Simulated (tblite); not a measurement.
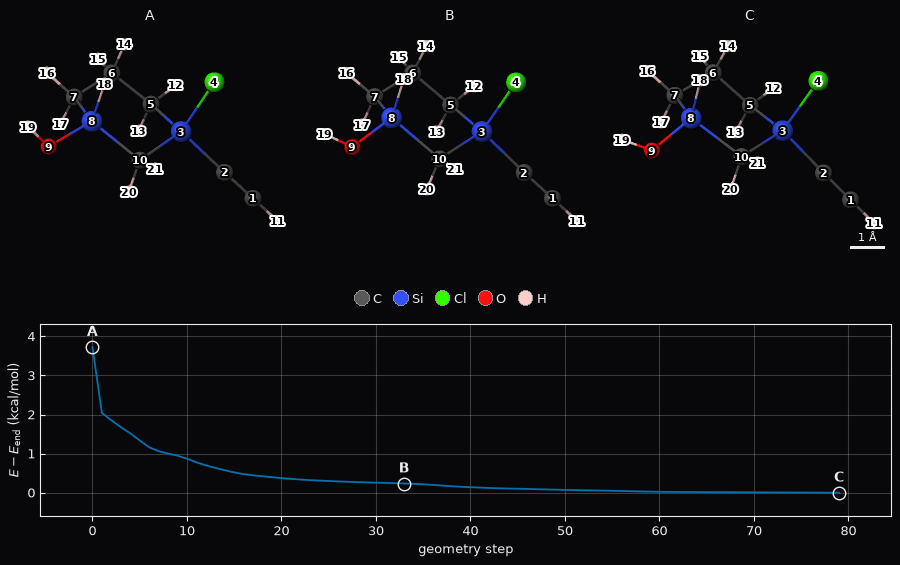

Frames of a relaxation of C₆H₁₁ClOSi₂, marked on the history of the run. A ball-and-stick model, seen from a free direction.

The calculation used GFN2-xTB geometry optimisation, gas phase in tblite 0.8.0. 

### Describe the path.

The largest move after the best rigid fit is that of H19, 0.57 Å. By element the largest moves are H 0.57 Å, Cl 0.18 Å, O 0.17 Å, C 0.15 Å, Si 0.12 Å. Among the contacts that change: Si8–C10 1.847 → 1.896 Å, Si8–O9 1.672 → 1.632 Å, Si3–C10 1.863 → 1.895 Å, C2–Si3 1.882 → 1.856 Å. Bond angles that change, for instance: O9–Si8–C10 111.5° → 104.5°, Si8–O9–H19 115.9° → 121.7°, O9–Si8–H18 105.3° → 110.2°. Groups turn about Si8–O9 by about 25°. Over 79 geometry steps the energy falls by 3.73 kcal/mol. Cost: 1.6 s on 1 thread of Arm Neoverse N1, with other jobs on the host. From step 0 to 33: H19 moves most (0.29 Å), energy −3.49 kcal/mol. From step 33 to 79: H19 moves most (0.29 Å), energy −0.23 kcal/mol.

```
step  E − E(0), kcal/mol
   0                0.00
   1               -1.69
   2               -1.87
   3               -2.05
   4               -2.21
   5               -2.39
   6               -2.57
   7               -2.66
   8               -2.73
   9               -2.78
  10               -2.86
  14               -3.15
  17               -3.28
  21               -3.37
  25               -3.43
  28               -3.46
  32               -3.48
  35               -3.51
  39               -3.58
  43               -3.61
  46               -3.63
  50               -3.66
  54               -3.67
  57               -3.69
  61               -3.71
  64               -3.71
  68               -3.72
  72               -3.72
  75               -3.72
  79               -3.73
```
